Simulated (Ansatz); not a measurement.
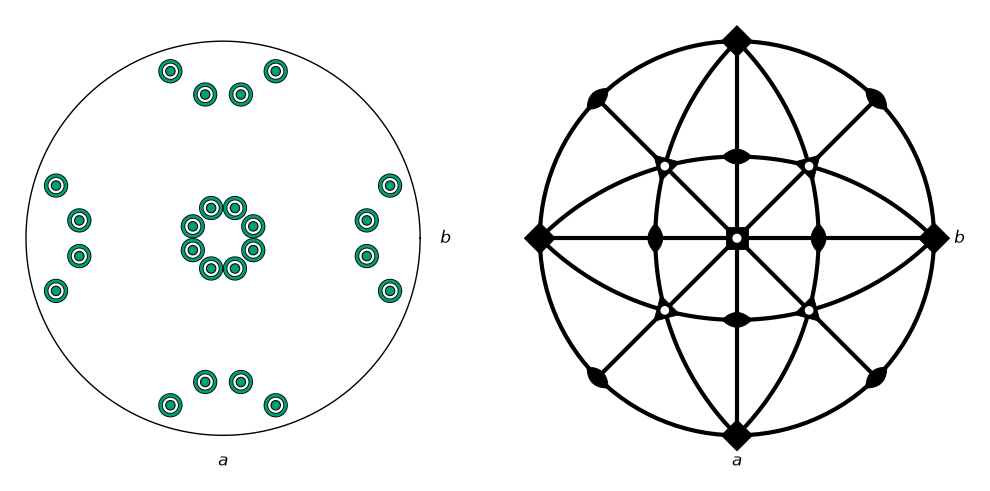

Stereographic projection: filled dots lie in the upper hemisphere, open rings in the lower; heavy lines are mirror planes (a heavy rim: a mirror in the plane of the page); lens, triangle, square and hexagon are 2-, 3-, 4- and 6-fold axes, a lens in an open square is −4, a triangle in an open hexagon −6; thin dashed diameters join the ends of axes that lie in the page; a small open circle marks inversion. The c axis points at the viewer. Left: one general form; right: the symmetry elements. Computed from the symmetry operations of a computed or model structure of composition BO2, which need not be its known form.

Question: Identify the point group and its elements.

Answer: m-3m (Oh), order 48, cubic system: three fourfold axes, four threefold axes, six twofold axes, nine mirror planes, an inversion centre.

Question: Can such a crystal be piezoelectric, pyroelectric or chiral?

Answer: It is centrosymmetric, so neither piezoelectric nor pyroelectric; it is not chiral.
